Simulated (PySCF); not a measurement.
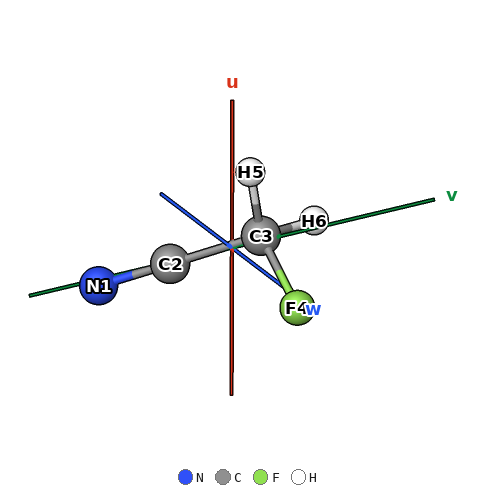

The lines u, v and w are the principal axes of the static dipole polarisability. The geometry was computed by an optimisation with GFN2-xTB. No frequency run is at hand to confirm it as a minimum. Method: PBE0/def2-SVPD (PySCF 2.14.0).

Along which axis is the molecule most polarisable, and along which least?

Most along v (nearly parallel to the N1–C2 bond), least along w.

Give the three principal values.

u 25.1, v 38.7, w 23.7 bohr³; mean 29.2, anisotropy 14.4 bohr³.
